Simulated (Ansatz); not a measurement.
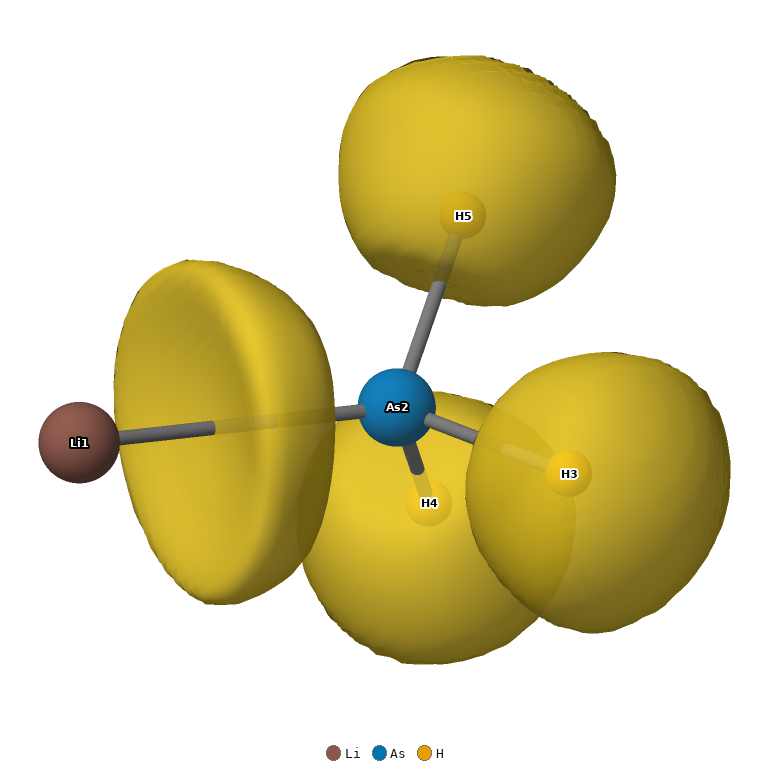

*AsH3Li (charge +1). Isosurface of the ELF at 0.85 (yellow), seen at a tilt. Only the valence region is drawn (cores and ρ < 0.01 e/Å³ removed).*

Geometry: PBE0-D4/def2-TZVP.

The calculation used RKS PBE0-D4/def2-TZVPPD (Ansatz).

```yaml
atoms:
  - { symbol: Li, position_ang: [-0.1059, 0.0720, -2.4807] }
  - { symbol: As, position_ang: [0.0031, -0.0023, 0.0761] }
  - { symbol: H, position_ang: [-0.8952, 0.9058, 0.8685] }
  - { symbol: H, position_ang: [-0.3062, -1.2942, 0.7795] }
  - { symbol: H, position_ang: [1.3043, 0.3187, 0.7566] }
```

Question: Where are the electrons localised?

Answer: The ELF exceeds this value in three regions around hydrogen nuclei and one lobe of the valence shell of Li pointing towards As.

Values along the shortest contacts:
Li–As (2.56 Å): the ELF peaks at about 1 in the valence shell of As, 1.3 Å from its nucleus, and is about 1 at the midpoint. As–H (1.50 Å): the ELF climbs to about 1 towards the hydrogen, as it does in any bond to H.
